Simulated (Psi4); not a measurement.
# H3S+ (sulfonium): M06-2X/def2-TZVPPD

Aim: the vertical electron affinity of H3S+ (sulfonium) at M06-2X/def2-TZVPPD, from 2 runs. 

The results are computed with Psi4 1.11.

5 further runs of the same task are left out: 1 that didn't finish, 4 set aside as unsound or not needed.

## (1) Starting point

The species is H3S+ (4 atoms), meant as a singlet with charge +1. As SMILES, `[SH3+]`. Geometry: relaxed at GFN2-xTB.

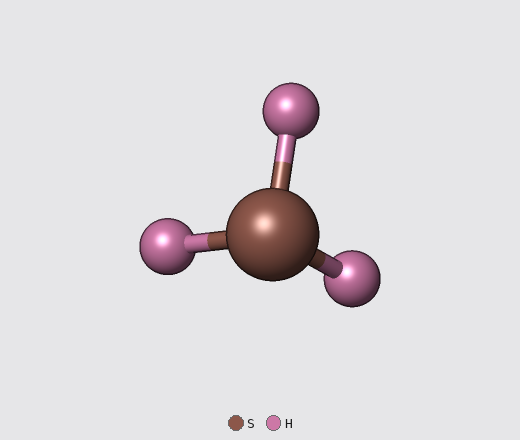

Viewed from a chosen angle; sulfur brown, hydrogen pink.

## (2) Energy and forces at M06-2X/def2-TZVPPD

Contents of h3s.json:

```json
{
 "schema_name": "qcschema_input",
 "schema_version": 1,
 "molecule": {
  "schema_name": "qcschema_molecule",
  "schema_version": 2,
  "symbols": ["S", "H", "H", "H"],
  "geometry": [0.56997919, -0.19069226, -0.84272337, 1.60252555, 0.53086186, 1.38772038, -0.93380816, -1.96140344, 0.23627246, -1.23871547, 1.62123384, -0.78128837],
  "molecular_charge": 1,
  "molecular_multiplicity": 1,
  "fix_symmetry": "c1",
  "fix_com": true,
  "fix_orientation": true
 },
 "driver": "gradient",
 "model": {
  "method": "m06-2x",
  "basis": "def2-TZVPPD"
 },
 "keywords": {
  "reference": "rks",
  "puream": true,
  "e_convergence": 1e-09,
  "d_convergence": 1e-08,
  "scf_type": "pk",
  "dft_radial_points": 99,
  "dft_spherical_points": 590
 }
}
```

The run is started by

```console
$ psi4 --qcschema h3s.json -n 1 --memory 1600MB
```

stdout:

```text
[...]
                   'protocols': {'error_correction': {'default_policy': True, 'policies': None},
                                 'native_files': 'none',
[...]
  Running in c1 symmetry.
[...]
  Nuclear repulsion =   19.543150808473719
[...]
  Multiplicity = 1
[...]
  Nalpha       = 9
  Nbeta        = 9
[...]
    Number of basis functions: 102
[...]
   @RKS iter   1:  -399.63820076309349    2.69042e-01   2.51082e-03 ADIIS/DIIS
[...]
   @RKS iter   9:  -399.65662024544980   -1.93268e-12   1.60593e-09 DIIS
[...]
    Orbital Energies [Eh]
    ---------------------
    Doubly Occupied:
       1A    -90.264850     2A     -8.622404     3A     -6.540483
       4A     -6.540483     5A     -6.538134     6A     -1.182767
       7A     -0.814404     8A     -0.814369     9A     -0.717342
[...]
  @RKS Final Energy:  -399.65662024544980
   => Energetics <=
    Nuclear Repulsion Energy =             19.5431508084737189
    One-Electron Energy =                -584.1941893835034989
    Two-Electron Energy =                 177.5397186383830501
    DFT Exchange-Correlation Energy =     -12.5453003088030020
    Empirical Dispersion Energy =           0.0000000000000000
    VV10 Nonlocal Energy =                  0.0000000000000000
    Total Energy =                       -399.6566202454497443
[...]
 Multipole Moments:
 ------------------------------------------------------------------------------------
     Multipole            Electronic (a.u.)      Nuclear  (a.u.)        Total (a.u.)
 ------------------------------------------------------------------------------------
 L = 1.  Multiply by 2.5417464519 to convert [e a0] to [Debye]
 Dipole X            :         -8.4250149            8.5496690            0.1246541
 Dipole Y            :          2.8186502           -2.8603839           -0.0417337
 Dipole Z            :         12.4566969          -12.6408695           -0.1841726
 Magnitude           :                                                    0.2262739
[...]
  -Total Gradient:
     Atom            X                  Y                   Z
    ------   -----------------  -----------------  -----------------
       1        0.002560904043    -0.000805842323    -0.003965660074
       2        0.000014256228     0.000550121915     0.001898523772
       3       -0.001268525646    -0.000718236165     0.001278908413
       4       -0.001323656201     0.000970949552     0.000763860669
[...]
```

The result, in JSON:

```text
{
 "driver": "gradient",
 "model": {
  "method": "m06-2x",
  "basis": "def2-TZVPPD"
 },
 "success": true,
 "return_result": [0.002560904042717596, -0.0008058423230383818, -0.003965660073518243, 1.4256228376113844e-05, 0.0005501219149269751, 0.0018985237721677456, -0.001268525645866124, -0.0007182361650158869, 0.0012789084128225561, -0.0013236562008049346, 0.0009709495520832667, 0.0007638606692791009],
 "properties": {
  "calcinfo_nbasis": 102,
  "calcinfo_nmo": 102,
  "calcinfo_nalpha": 9,
  "calcinfo_nbeta": 9,
  "calcinfo_natom": 4,
  "nuclear_repulsion_energy": 19.54315080847372,
  "return_energy": -399.6566202454498,
  "return_gradient": [0.002560904042717596, -0.0008058423230383818, -0.003965660073518243, 1.4256228376113844e-05, 0.0005501219149269751, 0.0018985237721677456, -0.001268525645866124, -0.0007182361650158869, 0.0012789084128225561, -0.0013236562008049346, 0.0009709495520832667, 0.0007638606692791009],
  "scf_one_electron_energy": -584.1941893835035,
  "scf_two_electron_energy": 177.53971863838305,
  "scf_xc_energy": -12.545300308803002,
  "scf_dipole_moment": [0.12465408125411415, -0.04173373311011863, -0.1841725889331549],
  "scf_total_energy": -399.6566202454498,
  "scf_total_gradient": [0.002560904042717596, -0.0008058423230383818, -0.003965660073518243, 1.4256228376113844e-05, 0.0005501219149269751, 0.0018985237721677456, -0.001268525645866124, -0.0007182361650158869, 0.0012789084128225561, -0.0013236562008049346, 0.0009709495520832667, 0.0007638606692791009],
  "scf_iterations": 9
 }
}
```

It took 17 s on 1 thread of Intel Xeon 6975P-C (Granite Rapids), shared host; peak memory 0.74 GiB.

## (3) Doublet neutral H3S at the same level

Contents of h3s.in:

```
memory 1.6 GB

molecule system {
  0 2
  S
  H 1 R2
  H 1 R3 2 A3
  H 1 R4 3 A4 2 D4

  R2 = 1.355528
  R3 = 1.355461
  A3 = 93.70294
  R4 = 1.355172
  A4 = 93.69046
  D4 = -93.95344
  symmetry c1
  no_reorient
  no_com
}

set basis def2-TZVPPD
set reference uks
set puream true
set e_convergence 1e-09
set d_convergence 1e-08
set scf_type pk
set dft_radial_points 99
set dft_spherical_points 590
set maxiter 200

gradient("m06-2x")
```

The run is started by

```console
$ psi4 h3s.in h3s.out -n 1
```

h3s.out:

```text
[...]
  Running in c1 symmetry.
[...]
  Nuclear repulsion =   19.543148066633549
[...]
  Multiplicity = 2
[...]
  Nalpha       = 10
  Nbeta        = 9
[...]
    Number of basis functions: 102
[...]
   @UKS iter   1:  -399.78571699840995    1.21526e-01   3.20908e-03 DIIS/ADIIS
[...]
   @UKS iter  36:  -399.82140131374899   -5.75255e-11   4.89186e-09 DIIS
[...]
   @S^2 Observed:                7.527887316E-01
[...]
    Orbital Energies [Eh]
    ---------------------
    Alpha Occupied:
       1A    -89.956428     2A     -8.309803     3A     -6.230180
       4A     -6.229567     5A     -6.226892     6A     -0.887605
       7A     -0.533371     8A     -0.531479     9A     -0.437247
      10A     -0.109582
    Alpha Virtual:
      11A      0.003942    12A      0.026675    13A      0.028084
      14A      0.030925    15A      0.038016    16A      0.132897
      17A      0.134304    18A      0.143744    19A      0.177173
      20A      0.202796    21A      0.214837    22A      0.224420
      23A      0.232518    24A      0.266334    25A      0.286264
[...]
  @UKS Final Energy:  -399.82140131374899
   => Energetics <=
    Nuclear Repulsion Energy =             19.5431480666335489
    One-Electron Energy =                -589.7792757296626860
    Two-Electron Energy =                 183.0990392571930272
    DFT Exchange-Correlation Energy =     -12.6843129079128758
    Empirical Dispersion Energy =           0.0000000000000000
    VV10 Nonlocal Energy =                  0.0000000000000000
    Total Energy =                       -399.8214013137490497
[...]
 Multipole Moments:
 ------------------------------------------------------------------------------------
     Multipole            Electronic (a.u.)      Nuclear  (a.u.)        Total (a.u.)
 ------------------------------------------------------------------------------------
 L = 1.  Multiply by 2.5417464519 to convert [e a0] to [Debye]
 Dipole X            :         -0.8546649            1.1544838            0.2998189
 Dipole Y            :         -0.9468329            1.0778293            0.1309964
 Dipole Z            :         -0.8891652            1.0102376            0.1210724
 Magnitude           :                                                    0.3488695
[...]
  -Total Gradient:
     Atom            X                  Y                   Z
    ------   -----------------  -----------------  -----------------
       1       -0.018023857297     0.062194296029     0.059586456806
       2        0.003228942548    -0.023044740557    -0.041449247552
       3        0.003791212218    -0.042188934889    -0.020408815186
       4        0.011028267989     0.003040253167     0.002267279150
[...]
```

Wall time 71 s (1 thread of Intel Xeon 6975P-C (Granite Rapids), shared host); peak memory 0.75 GiB.

## (4) Summary of results

At M06-2X/def2-TZVPPD:

```
                                               quantity          value
                             singlet H3S+: total energy  -399.65662 Eh
                              singlet H3S+: HOMO energy      -19.52 eV
                              singlet H3S+: LUMO energy       -6.11 eV
                            singlet H3S+: HOMO–LUMO gap       13.41 eV
                 singlet H3S+: largest force on an atom     0.246 eV/Å
                      doublet neutral H3S: total energy  -399.82140 Eh
                     doublet neutral H3S: dipole moment         0.89 D
doublet neutral H3S: HOMO energy (highest over α and β)       -2.98 eV
 doublet neutral H3S: LUMO energy (lowest over α and β)       -0.19 eV
                              doublet neutral H3S: ⟨S²⟩          0.753
          doublet neutral H3S: largest force on an atom     4.525 eV/Å
    vertical electron affinity (to the doublet neutral)       4.484 eV
```

**Reading.** At fixed nuclei the extra electron is bound by 4.48 eV (433 kJ/mol).
